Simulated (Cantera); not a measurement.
Feed: 1 mol C₃H₆, 0.76 mol H₂O, 0.025 mol NH₃, held at 1475 K.

Cantera equilibrium calculation (NASA polynomials, part measured and part estimated; ideal gas, pure solids and liquids). Candidate condensed phases: C, C₆H₆, C₇H₈, C₈H₁₈, H₂O; 136 gas species. The ideal-gas law is rough above about 30 bar. Rates play no part.

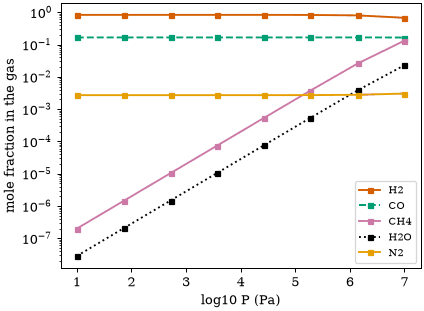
Equilibrium gas composition (values under 1e-9 drawn at 1e-9)

Task: Read off the mole fractions at 520 Pa.

Result: H₂ about 0.83, CO about 0.17, N₂ about 0.0027, CH₄ about 1.0e-5, H₂O about 1.5e-6.
